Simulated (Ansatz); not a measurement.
Geometry relaxation of MoW14 (part 2 of 2)

The same run, continued: MoW14 (defect cell, 15 atoms in the cell); DFT PBEsol, scalar-relativistic, plane waves, PAW, PAW set soft_1, no spin polarisation (Ansatz 0.2.0); cutoff 420 eV, 3×3×3 k-mesh, Gaussian smearing of 0.05 eV. It belongs to a series of runs on one base structure; here: end point A relaxed.

Geometry of the input (Å; fractional positions):
```
6.3200  0.0000  0.0000
0.0000  6.3200  0.0000
0.0000  0.0000  6.3200
Mo -0.0015  -0.0024  0.0033
W  0.5072  -0.0003  -0.0012
W  -0.0020  0.5000  0.0007
W  0.0062  0.0017  0.4947
W  0.2592  0.2459  0.2493
W  0.4955  0.5001  0.0031
W  0.4997  -0.0045  0.5074
W  0.0073  0.5033  0.5002
W  0.2489  0.7554  0.2444
W  0.2534  0.2445  0.7453
W  0.5077  0.5027  0.4998
W  0.7450  0.7495  0.2500
W  0.7562  0.2405  0.7587
W  0.2485  0.7481  0.7486
W  0.7433  0.7554  0.7494
```

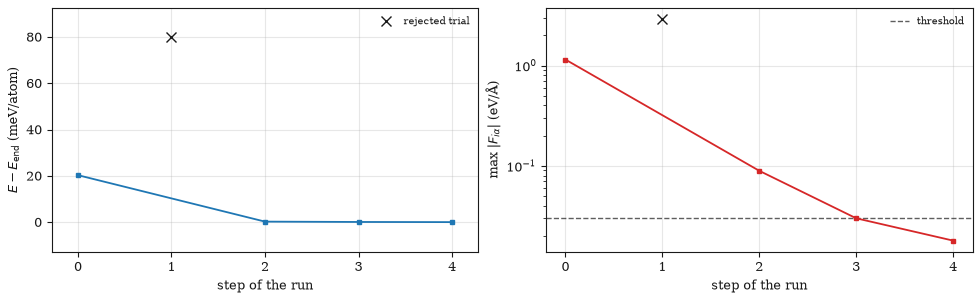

**Figure 1.** Progress of the relaxation, step by step (the first geometry is step 0 here and step 1 in the log).

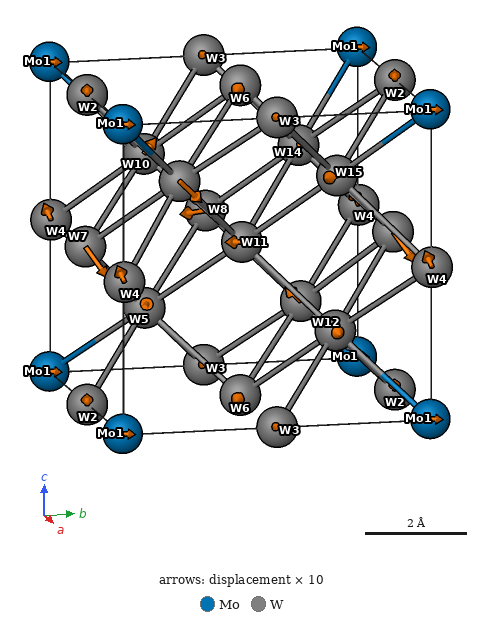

**Figure 2.** The starting structure with the displacements as orange arrows, magnified 10 times (ball-and-stick view of the cell of the calculation, seen slightly off an axis). Over 4 geometry steps the energy falls by 20.3 meV per atom. The largest force component goes from 1.1 to 0.018 eV/Å. The line search rejected the trial step at point 1 (counted from 0) and went back. The largest moves, 0.080 Å, are those of W7 and W13. Largest moves by element: W 0.080 Å, Mo 0.028 Å. The cell doesn't change. Among the contacts that change: W7–W15 2.648 → 2.746 Å, W8–W13 2.818 → 2.728 Å, W8–W14 2.680 → 2.767 Å, W2–W15 2.663 → 2.741 Å. (Atoms are counted from 1 in the order of the input.)

```
SCF converged after 6 iterations
Free energy (F): -148499.828919 eV
Harris-Foulkes:  -148499.828919 eV  (|F-HF|=2.91e-11)
Internal energy: -148499.808842 eV  (E = F + TS)
E sigma→0 (E₀):  -148499.818880 eV
Entropy (-TS):   -0.020077 eV (-1.338 meV/atom)
Fermi energy:    20.289476 eV
--- Per-component energies (eV) ---
  E_band       = -1576.641287
  E_kinetic    = 6311.595532
  E_local      = -9892.590424  (includes V_loc(G=0)·N_el)
  E_nonlocal   = -167.439928
  E_hartree    = 4040.423113
  E_xc         = -3890.561034
  E_vxc        = -3445.218598  (∫ρ·V_xc dr)
  E_paw        = -121471.326605  (= ΣΔE_a)
  E_vpaw       = -2463.836954  (= ΣTr[D̂ρ^β])
  E_aug_tail   = 0.002126  (compensation charges beyond the density's cutoff)
  E_ewald      = -23433.226932
  E_core_change = 3.315308  (= ΣΔE_core)
  E_smearing   = -0.020077  (= −TS)
  E_closure    = -0.000000  (closes the sum)
  Σ components = -148499.828919   (vs F -148499.828919, Δ=0.00e0)
--- Forces (eV/Å), atoms counted from 1 ---
  atom   1  Mo     0.00324346    -0.00159114    -0.00404010
  atom   2  W      0.00582928     0.00047074     0.00165603
  atom   3  W     -0.00233036    -0.00575532     0.00264493
  atom   4  W     -0.00208075     0.00218892    -0.00697015
  atom   5  W      0.00089138    -0.00467872    -0.00446464
  atom   6  W      0.00739400    -0.00826498     0.00594051
  atom   7  W      0.00793887     0.00778306    -0.00837021
  atom   8  W     -0.00831349    -0.00975915    -0.00852818
  atom   9  W     -0.00504589     0.00514934    -0.00135813
  atom  10  W     -0.00541961    -0.00217106     0.00518641
  atom  11  W      0.00149089    -0.00016309    -0.00167397
  atom  12  W      0.00483848    -0.00064179    -0.00444952
  atom  13  W      0.00451277    -0.00423153     0.00076807
  atom  14  W     -0.01591701     0.01734307     0.01799317
  atom  15  W      0.00296707     0.00432218     0.00566574
  max |Σ_I F_I| component: 9.10e-7 eV/Å
--- Relaxed structure (5 steps of the walk, 4 accepted, 0 SCFs on fresh bases) ---
  F+E_penalty+E_count = -148499.82891905 eV   max|allowed force component| = 1.799e-2 eV/Å
  atoms:
    - { symbol: Mo, position: [-0.0010195039739384472, 0.001963967357022312, 0.0029159722918323553] }
    - { symbol: W, position: [0.502758138189744, 0.0006432320082128752, 0.0015448355370305475] }
    - { symbol: W, position: [0.00034537233341370055, 0.4982024152376834, 0.0015325463283547616] }
    - { symbol: W, position: [0.0003423807526827573, 0.0006256354116812258, 0.49913698627826797] }
    - { symbol: W, position: [0.2514715464744525, 0.2489508256096052, 0.24986921592511627] }
    - { symbol: W, position: [0.5043493863052096, 0.4966308836899626, 0.0028885725975223335] }
    - { symbol: W, position: [0.5043357373279659, 0.0019448068135890955, 0.49755151572354134] }
    - { symbol: W, position: [-0.0009739422616612018, 0.49664983057095663, 0.4975512309525543] }
    - { symbol: W, position: [0.25155169453363735, 0.7494145325366623, 0.2502773660322144] }
    - { symbol: W, position: [0.25155600079445856, 0.24936872627807855, 0.7503348704755515] }
    - { symbol: W, position: [0.5029809141378382, 0.49797069202753724, 0.4989071565265311] }
    - { symbol: W, position: [0.7520142560055281, 0.749490448390457, 0.2498672630928026] }
    - { symbol: W, position: [0.752021605391568, 0.24895032679737028, 0.7503947962432451] }
    - { symbol: W, position: [0.25138837403415876, 0.7495667225736893, 0.7504831200578376] }
    - { symbol: W, position: [0.7515830399549419, 0.7494220546974918, 0.7503283519375974] }
```

**Trajectory as extended XYZ (Å, eV, eV/Å), 5 frames, from step=1 to step=5**
```
15
Lattice="6.3200 0.0000 0.0000 0.0000 6.3200 0.0000 0.0000 0.0000 6.3200" Properties=species:S:1:pos:R:3:forces:R:3 step=1 energy=-148499.52481
Mo   -0.0092   -0.0153    0.0209    0.1424   0.3578  -0.0713
W     3.2057   -0.0018   -0.0078   -0.3895   0.3499   0.5639
W    -0.0125    3.1597    0.0043   -0.0442  -0.3390   0.2035
W     0.0395    0.0107    3.1262   -0.6933   0.1696   0.1716
W     1.6382    1.5542    1.5754   -0.5174   0.5188  -0.0950
W     3.1314    3.1607    0.0197    0.6264  -0.3678  -0.0942
W     3.1583   -0.0283    3.2065    0.4269   0.6563  -0.8732
W     0.0459    3.1808    3.1613   -0.5871  -0.4444  -0.1639
W     1.5732    4.7739    1.5448    0.0384  -0.7187   0.4575
W     1.6014    1.5452    4.7103   -0.0947   0.5642   0.5125
W     3.2088    3.1770    3.1585   -0.0659  -0.7711  -0.1886
W     4.7082    4.7366    1.5802    0.6381  -0.0037   0.0106
W     4.7793    1.5202    4.7947   -0.2506   1.1476  -0.6613
W     1.5703    4.7279    4.7312   -0.1452  -0.0523   0.1207
W     4.6978    4.7740    4.7364    0.9158  -1.0673   0.1069
15
Lattice="6.3200 0.0000 0.0000 0.0000 6.3200 0.0000 0.0000 0.0000 6.3200" Properties=species:S:1:pos:R:3:forces:R:3 step=2 energy=-148498.63032 accepted=F
Mo    0.0126    0.0550   -0.0265    0.0331  -0.7101   0.0979
W     3.1792    0.0349    0.0690   -0.1960  -0.8308  -0.7726
W    -0.0157    3.0956    0.0493    0.4078   0.8664  -0.6370
W    -0.0676    0.0744    3.1873    0.9391  -1.0043  -0.0958
W     1.5160    1.6326    1.5620    0.8905  -1.7056   0.3748
W     3.2502    3.1174    0.0630   -1.2095   0.8772  -0.6837
W     3.2529    0.0802    3.0851   -0.8531  -1.0612   0.5424
W    -0.0771    3.0688    3.1421    1.4010   1.1772   0.1683
W     1.5442    4.6684    1.6420    0.9198   1.4344  -0.8617
W     1.6145    1.6344    4.7705   -0.3803  -1.2052  -0.3906
W     3.2319    3.0502    3.0745   -1.2757   1.7156   0.9328
W     4.8303    4.7403    1.5752   -1.3476   0.2511  -0.1057
W     4.7053    1.6888    4.7285    0.7672  -2.9358   0.6541
W     1.5806    4.6958    4.6975    0.6125   0.8803   0.6865
W     4.7788    4.6388    4.7432   -0.7089   2.2509   0.0904
15
Lattice="6.3200 0.0000 0.0000 0.0000 6.3200 0.0000 0.0000 0.0000 6.3200" Properties=species:S:1:pos:R:3:forces:R:3 step=3 energy=-148499.82573
Mo   -0.0006    0.0046    0.0089   -0.0229   0.0326   0.0529
W     3.1810    0.0096    0.0126    0.0292  -0.0048   0.0205
W    -0.0020    3.1409    0.0204   -0.0332   0.0049  -0.0444
W    -0.0034    0.0111    3.1492   -0.0141  -0.0027  -0.0293
W     1.5870    1.5719    1.5773    0.0394   0.0316   0.0294
W     3.1807    3.1447    0.0135    0.0336  -0.0305  -0.0068
W     3.1811    0.0049    3.1502    0.0287   0.0359  -0.0275
W     0.0028    3.1510    3.1554   -0.0333  -0.0893  -0.0686
W     1.5890    4.7380    1.5842   -0.0078  -0.0207  -0.0210
W     1.5929    1.5745    4.7395   -0.0342   0.0426   0.0313
W     3.1881    3.1404    3.1445   -0.0448   0.0099   0.0361
W     4.7504    4.7398    1.5783    0.0358  -0.0370   0.0057
W     4.7550    1.5722    4.7404   -0.0224   0.0180   0.0253
W     1.5857    4.7380    4.7472    0.0444  -0.0154  -0.0293
W     4.7487    4.7340    4.7412    0.0016   0.0250   0.0257
15
Lattice="6.3200 0.0000 0.0000 0.0000 6.3200 0.0000 0.0000 0.0000 6.3200" Properties=species:S:1:pos:R:3:forces:R:3 step=4 energy=-148499.82797
Mo   -0.0016    0.0080    0.0137    0.0019  -0.0048  -0.0034
W     3.1835    0.0090    0.0147   -0.0235  -0.0155  -0.0135
W    -0.0033    3.1425    0.0154    0.0194   0.0253  -0.0220
W    -0.0035    0.0093    3.1480    0.0231  -0.0177   0.0300
W     1.5900    1.5731    1.5790   -0.0006   0.0038   0.0031
W     3.1830    3.1429    0.0136    0.0145  -0.0114   0.0145
W     3.1833    0.0076    3.1488    0.0102   0.0171  -0.0114
W    -0.0013    3.1431    3.1487   -0.0174  -0.0120  -0.0069
W     1.5896    4.7363    1.5824   -0.0017   0.0045  -0.0075
W     1.5901    1.5770    4.7418   -0.0079  -0.0136   0.0073
W     3.1833    3.1427    3.1482   -0.0119   0.0145   0.0193
W     4.7527    4.7364    1.5789   -0.0031  -0.0037   0.0051
W     4.7530    1.5729    4.7431   -0.0034   0.0090  -0.0153
W     1.5880    4.7387    4.7446   -0.0117   0.0012  -0.0044
W     4.7495    4.7361    4.7419    0.0122   0.0034   0.0051
15
Lattice="6.3200 0.0000 0.0000 0.0000 6.3200 0.0000 0.0000 0.0000 6.3200" Properties=species:S:1:pos:R:3:forces:R:3 step=5 energy=-148499.82892
Mo   -0.0064    0.0124    0.0184    0.0032  -0.0016  -0.0040
W     3.1774    0.0041    0.0098    0.0058   0.0005   0.0017
W     0.0022    3.1486    0.0097   -0.0023  -0.0058   0.0026
W     0.0022    0.0040    3.1545   -0.0021   0.0022  -0.0070
W     1.5893    1.5734    1.5792    0.0009  -0.0047  -0.0045
W     3.1875    3.1387    0.0183    0.0074  -0.0083   0.0059
W     3.1874    0.0123    3.1445    0.0079   0.0078  -0.0084
W    -0.0062    3.1388    3.1445   -0.0083  -0.0098  -0.0085
W     1.5898    4.7363    1.5818   -0.0050   0.0051  -0.0014
W     1.5898    1.5760    4.7421   -0.0054  -0.0022   0.0052
W     3.1788    3.1472    3.1531    0.0015  -0.0002  -0.0017
W     4.7527    4.7368    1.5792    0.0048  -0.0006  -0.0044
W     4.7528    1.5734    4.7425    0.0045  -0.0042   0.0008
W     1.5888    4.7373    4.7431   -0.0159   0.0173   0.0180
W     4.7500    4.7363    4.7421    0.0030   0.0043   0.0057
```

**Summary**

- outcome: converged
- electrons treated: 210
- free energy: −148499.8289 eV
- Fermi energy: 20.289 eV
- final volume: 252.44 Å³
- largest force (length of the vector) at the end: 0.030 eV/Å
- hardware: 4 threads of Intel Xeon @ 2.50GHz (Skylake/Cascade Lake), 32 GiB of memory available, shared host
- wall time: 38 s (CPU time 2.5 min)
- peak memory: 1.1 GiB

**Remarks**

Warnings of the run: the PAW datasets were made with another functional. Spin–orbit coupling is left out, which matters for W.
